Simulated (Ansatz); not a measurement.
## Nudged elastic band, with input and output: C2H5Si (charge −1)

System: C2H5Si, charge −1.
Method: RKS PBE-D4/6-31G* (Ansatz 0.2.0).

One setting was made poor on purpose. It belongs to a series of runs on one base structure; here: band between the two ends. Figures and captions count atoms from 1; the log counts them from 0 in places.

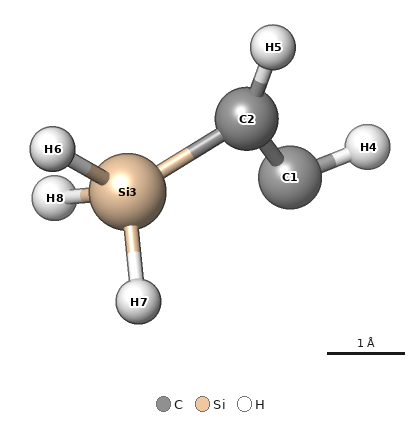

Figure 1. The starting structure (ball-and-stick view, seen at a tilt; atoms are numbered from 1 in the order of the input). Bond lengths as drawn: C–C 1.37 Å, C–H 1.12 to 1.14 Å, C–Si 1.84 Å and H–Si 1.52 to 1.57 Å.

Input
```yaml
crystal:
  periodic: [false, false, false]
  atoms:
    - { symbol: C, position_ang: [-0.855075, -0.221914, -1.299369] }
    - { symbol: C, position_ang: [-0.311427, 0.730108, -0.480164] }
    - { symbol: Si, position_ang: [0.489723, -0.373778, 0.748635] }
    - { symbol: H, position_ang: [-1.427339, 0.225703, -2.172344] }
    - { symbol: H, position_ang: [-0.324404, 1.851968, -0.510079] }
    - { symbol: H, position_ang: [1.25883, 0.343279, 1.911068] }
    - { symbol: H, position_ang: [1.592077, -1.283241, 0.239664] }
    - { symbol: H, position_ang: [-0.422385, -1.272115, 1.56259] }
total_charge: -1
basis:
  gaussian: { orbitals: "6-31G*" }
hamiltonian:
  xc: pbe
  dispersion: d4
neb:
  order_check: false
  images: 9
  f_tol: 0.05
  max_iterations: 10
  final_atoms:
    - { symbol: C, position_ang: [-1.39544619, 0.40292912, -0.59790757] }
    - { symbol: C, position_ang: [-0.04609042, 0.4238834, -0.82441306] }
    - { symbol: Si, position_ang: [0.51348848, -0.40174519, 0.71672126] }
    - { symbol: H, position_ang: [-1.98994493, 0.87563145, -1.44212457] }
    - { symbol: H, position_ang: [0.57392127, 0.81423124, -1.67420581] }
    - { symbol: H, position_ang: [0.21549305, 0.30849209, 2.02397057] }
    - { symbol: H, position_ang: [2.06268537, -0.58757104, 0.86875055] }
    - { symbol: H, position_ang: [0.06589338, -1.83584107, 0.92920963] }
  initial_path:
    images:
      - { positions_ang: [[-0.855075, -0.221914, -1.299369], [-0.311427, 0.730108, -0.480164], [0.489723, -0.373778, 0.748635], [-1.427339, 0.225703, -2.172344], [-0.324404, 1.851968, -0.510079], [1.25883, 0.343279, 1.911068], [1.592077, -1.283241, 0.239664], [-0.422385, -1.272115, 1.56259]] }
      - { positions_ang: [[-0.9641334, -0.17949739, -1.26773767], [-0.29732967, 0.67656061, -0.50782837], [0.50402415, -0.38344855, 0.75723644], [-1.49195375, 0.31324518, -2.1379708], [-0.19608691, 1.75750643, -0.60080024], [1.14935787, 0.36709961, 1.92718298], [1.66314288, -1.21210544, 0.30923228], [-0.36702116, -1.33935043, 1.52068639]] }
      - { positions_ang: [[-1.07319181, -0.13708078, -1.23610635], [-0.28323235, 0.62301322, -0.53549274], [0.5183253, -0.39311911, 0.76583787], [-1.5565685, 0.40078735, -2.1035976], [-0.06776982, 1.66304485, -0.69152148], [1.03988573, 0.39092022, 1.94329797], [1.73420876, -1.14096988, 0.37880055], [-0.31165732, -1.40658587, 1.47878277]] }
      - { positions_ang: [[-1.18225021, -0.09466417, -1.20447502], [-0.26913502, 0.56946584, -0.56315711], [0.53262645, -0.40278966, 0.77443931], [-1.62118326, 0.48832953, -2.06922441], [0.06054728, 1.56858328, -0.78224272], [0.9304136, 0.41474082, 1.95941295], [1.80527464, -1.06983433, 0.44836883], [-0.25629348, -1.4738213, 1.43687916]] }
      - { positions_ang: [[-1.29130862, -0.05224756, -1.17284369], [-0.25503769, 0.51591845, -0.59082148], [0.5469276, -0.41246021, 0.78304075], [-1.68579801, 0.5758717, -2.03485121], [0.18886437, 1.4741217, -0.87296396], [0.82094146, 0.43856143, 1.97552794], [1.87634052, -0.99869877, 0.51793711], [-0.20092963, -1.54105674, 1.39497554]] }
      - { positions_ang: [[-1.40036702, -0.00983096, -1.14121236], [-0.24094036, 0.46237106, -0.61848585], [0.56122875, -0.42213077, 0.79164218], [-1.75041276, 0.66341388, -2.00047801], [0.31718146, 1.37966013, -0.9636852], [0.71146933, 0.46238204, 1.99164292], [1.9474064, -0.92756321, 0.58750539], [-0.14556579, -1.60829217, 1.35307193]] }
      - { positions_ang: [[-1.39938286, 0.07272106, -1.0325514], [-0.20197038, 0.45467353, -0.65967129], [0.5516807, -0.41805365, 0.776658], [-1.79831919, 0.70585739, -1.88880732], [0.36852942, 1.26657435, -1.10578932], [0.61227407, 0.43160405, 1.99810845], [1.97046219, -0.85956478, 0.64375442], [-0.10327396, -1.65380195, 1.26829947]] }
      - { positions_ang: [[-1.39839869, 0.15527308, -0.92389045], [-0.16300039, 0.44697599, -0.70085673], [0.54213264, -0.41397654, 0.76167382], [-1.84622563, 0.74830091, -1.77713663], [0.41987738, 1.15348857, -1.24789344], [0.51307882, 0.40082606, 2.00457398], [1.99351799, -0.79156634, 0.70000345], [-0.06098212, -1.69931173, 1.18352701]] }
      - { positions_ang: [[-1.39741453, 0.23782509, -0.81522949], [-0.1240304, 0.43927846, -0.74204218], [0.53258459, -0.40989942, 0.74668963], [-1.89413206, 0.79074442, -1.66546594], [0.47122534, 1.04040279, -1.38999756], [0.41388356, 0.37004807, 2.01103951], [2.01657378, -0.72356791, 0.75625248], [-0.01869029, -1.74482151, 1.09875455]] }
      - { positions_ang: [[-1.39643036, 0.32037711, -0.70656853], [-0.08506041, 0.43158093, -0.78322762], [0.52303654, -0.4058223, 0.73170545], [-1.9420385, 0.83318794, -1.55379526], [0.52257331, 0.92731702, -1.53210169], [0.31468831, 0.33927008, 2.01750504], [2.03962958, -0.65556947, 0.81250152], [0.02360154, -1.79033129, 1.01398209]] }
      - { positions_ang: [[-1.39544619, 0.40292912, -0.59790757], [-0.04609042, 0.4238834, -0.82441306], [0.51348848, -0.40174519, 0.71672126], [-1.98994493, 0.87563145, -1.44212457], [0.57392127, 0.81423124, -1.67420581], [0.21549305, 0.30849209, 2.02397057], [2.06268537, -0.58757104, 0.86875055], [0.06589338, -1.83584107, 0.92920963]] }
```

Launch command:
```bash
ansatz run input.yaml --threads 1 --pin off --max-ram 2048MiB --backend cpu --events-out ev --progress --plain --runs-dir out
```

The program's output
```
Engine: ansatz 0.2.0, aarch64-unknown-linux-gnu
Functional definition: PBE
  parameter kappa = 0.804
  parameter beta = 0.06672455060314922
  exchange = pbe_x(kappa = kappa, mu = beta*pi^2/3)
  correlation = pbe_c(beta = beta)
756 factors; their error is unknown
mean field evaluation 1: about -10020.3316 eV, gradient 2.8e1 eV
mean field evaluation 2: about -10013.4418 eV, gradient 5.4e1 eV
mean field evaluation 4: about -10022.5075 eV, gradient 7.2e0 eV
mean field evaluation 8: about -10022.6444 eV, gradient 3.8e-2 eV
mean field evaluation 16: about -10022.5797 eV, gradient 1.3e-5 eV
mean field -10022.57970527 eV, -368.3230106203 hartree, gradient 1.3e-5 eV, S^2 0.000000; 0 other end points of the search recorded, 0 dependent functions left out
the calculation of the forces begins
reference -10022.57974028 eV, -368.3230119069 hartree; 16, 16 occupied and 43, 43 virtual orbitals, 756 factors
756 factors; their error is unknown
mean field evaluation 32: about -10022.5797 eV, gradient 1.0e-4 eV
mean field -10022.57972227 eV, -368.3230112450 hartree, gradient 2.2e-5 eV, S^2 0.000000; 0 other end points of the search recorded, 0 dependent functions left out
[... from here on the field's lines of each further geometry are left out, up to the last ...]
NEB iter   1: max|band force component| = 5.170e0 eV/Å  barrier→ = 0.4248 eV  barrier← = 0.4248 eV  Δτ_max = 0.0738 Å  (292 SCF iters)
NEB iter   2: max|band force component| = 1.287e0 eV/Å  barrier→ = 0.1201 eV  barrier← = 0.1201 eV  Δτ_max = 0.1461 Å  (263 SCF iters)
NEB iter   3: max|band force component| = 8.382e-1 eV/Å  barrier→ = 0.1524 eV  barrier← = 0.1524 eV  Δτ_max = 0.0944 Å  (259 SCF iters)
NEB iter   4: max|band force component| = 1.938e-1 eV/Å  barrier→ = 0.0953 eV  barrier← = 0.0953 eV  CI = image 5  Δτ_max = 0.0099 Å  (256 SCF iters)
NEB iter   5: max|band force component| = 6.683e-2 eV/Å  barrier→ = 0.0940 eV  barrier← = 0.0940 eV  CI = image 5  Δτ_max = 0.0096 Å  (274 SCF iters)
the calculation of the forces begins
reference -10022.56484981 eV, -368.3224646921 hartree; 16, 16 occupied and 43, 43 virtual orbitals, 756 factors
756 factors; their error is unknown
mean field evaluation 672: about -10022.1958 eV, gradient 1.2e1 eV
mean field -10022.48997876 eV, -368.3197132318 hartree, gradient 1.5e-5 eV, S^2 0.000000; 1 other end points of the search recorded, 0 dependent functions left out
the calculation of the forces begins
reference -10022.49001298 eV, -368.3197144891 hartree; 16, 16 occupied and 43, 43 virtual orbitals, 756 factors
NEB iter   6: max|band force component| = 3.505e-2 eV/Å  barrier→ = 0.0933 eV  barrier← = 0.0933 eV  CI = image 5  Δτ_max = 0.0000 Å  (490 SCF iters)
```

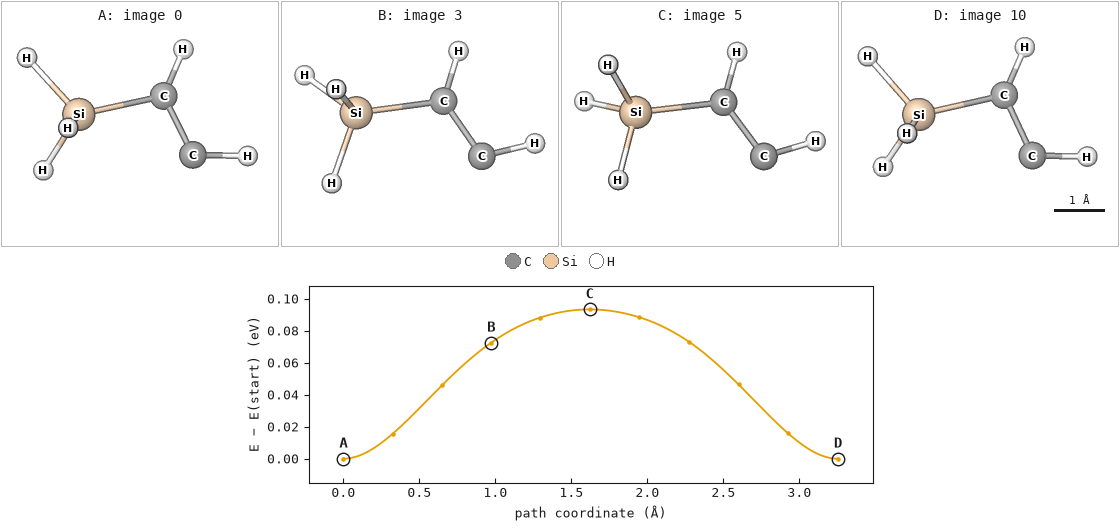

Figure 2. Images of the last band (counted from 0; ball-and-stick, seen at a tilt) above the energy along the path; the line is a cubic interpolation that uses the forces. The highest image is number 5, 0.093 eV above the start and 0.093 eV above the end (the climbing image); start and end have the same energy. The path is 3.25 Å long. The band converged in 6 iterations.

```
Total energy: -10022.65976789 eV, -368.3259528673 hartree
Atom 0 at    -1.411601    -0.047364    -1.112549 Å, force    -0.000012    -0.009821     0.009937 eV/Å
Atom 1 at    -0.232205     0.488163    -0.636188 Å, force     0.021716     0.030771     0.005239 eV/Å
Atom 2 at     0.544344    -0.386185     0.794473 Å, force    -0.018475    -0.004630    -0.015257 eV/Å
Atom 3 at    -1.741197     0.618497    -1.981239 Å, force    -0.007430    -0.010964    -0.001518 eV/Å
Atom 4 at     0.324349     1.399293    -1.003147 Å, force    -0.001951    -0.000802    -0.005278 eV/Å
Atom 5 at     0.763853     0.441174     2.072254 Å, force     0.001455     0.000950     0.009589 eV/Å
Atom 6 at     1.971825    -0.919503     0.587712 Å, force     0.010787    -0.006444     0.002037 eV/Å
Atom 7 at    -0.219367    -1.594065     1.278685 Å, force    -0.006091     0.000940    -0.004749 eV/Å
Dipole moment:     0.598199     0.169227     0.336918 e Å
this run last wrote the band of iteration 6 to [file]
```

The last band as extended XYZ (Å, eV, eV/Å)
```
8
Properties=species:S:1:pos:R:3:forces:R:3 image=0 energy=-10022.75306
C    -0.8551   -0.2219   -1.2994   -0.0021   0.0068   0.0040
C    -0.3114    0.7301   -0.4802   -0.0020  -0.0011  -0.0071
Si    0.4897   -0.3738    0.7486    0.0002   0.0017  -0.0056
H    -1.4273    0.2257   -2.1723    0.0035  -0.0022   0.0008
H    -0.3244    1.8520   -0.5101    0.0006  -0.0063   0.0040
H     1.2588    0.3433    1.9111   -0.0022  -0.0018   0.0018
H     1.5921   -1.2832    0.2397    0.0041   0.0003  -0.0028
H    -0.4224   -1.2721    1.5626   -0.0022   0.0026   0.0048
8
Properties=species:S:1:pos:R:3:forces:R:3 image=1 energy=-10022.73751
C    -0.9831   -0.2173   -1.2972    0.0224  -0.0057  -0.0232
C    -0.3007    0.6738   -0.5102   -0.0015   0.0006   0.0090
Si    0.5044   -0.3783    0.7660    0.0085   0.0048   0.0056
H    -1.5097    0.3202   -2.1511    0.0195  -0.0221  -0.0072
H    -0.1791    1.7879   -0.5800   -0.0368   0.0294   0.0256
H     1.1671    0.3914    1.9474    0.0265  -0.0058  -0.0070
H     1.6818   -1.2285    0.3084   -0.0242  -0.0188  -0.0203
H    -0.3807   -1.3491    1.5166   -0.0143   0.0177   0.0176
8
Properties=species:S:1:pos:R:3:forces:R:3 image=2 energy=-10022.70723
C    -1.1130   -0.1973   -1.2767    0.0305  -0.0196  -0.0142
C    -0.2906    0.6200   -0.5391   -0.0144   0.0116  -0.0037
Si    0.5201   -0.3810    0.7800    0.0033   0.0018   0.0001
H    -1.5797    0.4101   -2.1206    0.0174  -0.0195  -0.0148
H    -0.0426    1.7095   -0.6670   -0.0302   0.0346   0.0403
H     1.0778    0.4239    1.9816    0.0293  -0.0014  -0.0094
H     1.7694   -1.1665    0.3823   -0.0222  -0.0249  -0.0207
H    -0.3414   -1.4186    1.4596   -0.0137   0.0174   0.0224
8
Properties=species:S:1:pos:R:3:forces:R:3 image=3 energy=-10022.68054
C    -1.2339   -0.1616   -1.2370    0.0181  -0.0265  -0.0041
C    -0.2775    0.5703   -0.5689   -0.0041   0.0271  -0.0023
Si    0.5331   -0.3826    0.7891   -0.0085  -0.0046  -0.0078
H    -1.6395    0.4897   -2.0818    0.0072  -0.0126  -0.0150
H     0.0880    1.6175   -0.7674   -0.0162   0.0222   0.0301
H     0.9833    0.4423    2.0143    0.0221   0.0025  -0.0025
H     1.8495   -1.0935    0.4545   -0.0099  -0.0192  -0.0129
H    -0.3030   -1.4819    1.3972   -0.0088   0.0112   0.0146
8
Properties=species:S:1:pos:R:3:forces:R:3 image=4 energy=-10022.66481
C    -1.3350   -0.1111   -1.1815   -0.0006  -0.0254   0.0028
C    -0.2578    0.5256   -0.6016    0.0194   0.0385   0.0082
Si    0.5416   -0.3845    0.7933   -0.0166  -0.0087  -0.0129
H    -1.6938    0.5590   -2.0343   -0.0010  -0.0094  -0.0115
H     0.2114    1.5136   -0.8794   -0.0090   0.0078   0.0092
H     0.8785    0.4478    2.0447    0.0121   0.0029   0.0064
H     1.9182   -1.0105    0.5232    0.0015  -0.0117  -0.0051
H    -0.2631   -1.5400    1.3357   -0.0059   0.0059   0.0030
8
Properties=species:S:1:pos:R:3:forces:R:3 image=5 energy=-10022.65973
C    -1.4116   -0.0474   -1.1125    0.0000  -0.0098   0.0099
C    -0.2322    0.4882   -0.6362    0.0217   0.0308   0.0052
Si    0.5443   -0.3862    0.7945   -0.0185  -0.0046  -0.0153
H    -1.7412    0.6185   -1.9812   -0.0074  -0.0110  -0.0015
H     0.3243    1.3993   -1.0031   -0.0020  -0.0008  -0.0053
H     0.7639    0.4412    2.0723    0.0015   0.0009   0.0096
H     1.9718   -0.9195    0.5877    0.0108  -0.0064   0.0020
H    -0.2194   -1.5941    1.2787   -0.0061   0.0009  -0.0047
8
Properties=species:S:1:pos:R:3:forces:R:3 image=6 energy=-10022.66464
C    -1.4643    0.0361   -1.0154   -0.0129  -0.0014   0.0129
C    -0.2007    0.4677   -0.6700    0.0228   0.0082  -0.0011
Si    0.5464   -0.3899    0.7860   -0.0060  -0.0018  -0.0073
H    -1.8010    0.6730   -1.9020   -0.0074   0.0048   0.0025
H     0.4210    1.2845   -1.1387    0.0043  -0.0109  -0.0116
H     0.6578    0.4133    2.0913   -0.0112   0.0005   0.0041
H     2.0127   -0.8387    0.6357    0.0072   0.0049   0.0077
H    -0.1717   -1.6460    1.2131    0.0032  -0.0044  -0.0072
8
Properties=species:S:1:pos:R:3:forces:R:3 image=7 energy=-10022.67995
C    -1.4888    0.1284   -0.9117   -0.0101   0.0110   0.0286
C    -0.1652    0.4493   -0.7072    0.0034   0.0021  -0.0150
Si    0.5449   -0.3964    0.7726    0.0003   0.0025  -0.0044
H    -1.8582    0.7313   -1.8074   -0.0080   0.0126   0.0074
H     0.4933    1.1665   -1.2747    0.0212  -0.0292  -0.0190
H     0.5462    0.3875    2.0906   -0.0257  -0.0046   0.0025
H     2.0422   -0.7670    0.6870    0.0061   0.0181   0.0111
H    -0.1145   -1.6997    1.1508    0.0127  -0.0125  -0.0111
8
Properties=species:S:1:pos:R:3:forces:R:3 image=8 energy=-10022.70668
C    -1.4845    0.2270   -0.8020   -0.0091   0.0321   0.0207
C    -0.1281    0.4385   -0.7439   -0.0028  -0.0124  -0.0040
Si    0.5371   -0.4015    0.7563    0.0081   0.0029   0.0026
H    -1.9094    0.7835   -1.7016   -0.0112   0.0125   0.0248
H     0.5451    1.0456   -1.4094    0.0279  -0.0334  -0.0445
H     0.4336    0.3603    2.0773   -0.0404  -0.0060   0.0010
H     2.0580   -0.7011    0.7371    0.0099   0.0242   0.0178
H    -0.0518   -1.7522    1.0861    0.0176  -0.0199  -0.0185
8
Properties=species:S:1:pos:R:3:forces:R:3 image=9 energy=-10022.73732
C    -1.4508    0.3209   -0.6944   -0.0095   0.0336   0.0081
C    -0.0874    0.4318   -0.7825    0.0054  -0.0116   0.0036
Si    0.5258   -0.4037    0.7370    0.0128   0.0003   0.0065
H    -1.9551    0.8301   -1.5787   -0.0071   0.0085   0.0304
H     0.5727    0.9283   -1.5430    0.0137  -0.0296  -0.0441
H     0.3220    0.3346    2.0530   -0.0372  -0.0053  -0.0045
H     2.0642   -0.6433    0.7955    0.0072   0.0193   0.0200
H     0.0086   -1.7985    1.0130    0.0149  -0.0151  -0.0200
8
Properties=species:S:1:pos:R:3:forces:R:3 image=10 energy=-10022.75308
C    -1.3954    0.4029   -0.5979    0.0011   0.0004  -0.0008
C    -0.0461    0.4239   -0.8244   -0.0009  -0.0007   0.0028
Si    0.5135   -0.4017    0.7167    0.0013  -0.0018   0.0019
H    -1.9899    0.8756   -1.4421    0.0000  -0.0003   0.0000
H     0.5739    0.8142   -1.6742    0.0003   0.0010  -0.0019
H     0.2155    0.3085    2.0240   -0.0004  -0.0003  -0.0011
H     2.0627   -0.5876    0.8688   -0.0006   0.0008  -0.0010
H     0.0659   -1.8358    0.9292   -0.0008   0.0009   0.0000
```

Results in brief

- outcome: converged
- barrier, forward: 0.093 eV
- barrier, backward: 0.093 eV
- hardware: 1 thread of Arm Neoverse V2, 24 GiB of memory available, shared host
- wall time: 80 s
- peak memory: 0.11 GiB

Notes

A deliberately poor setting: few iterations. The order of the saddle point was not checked.
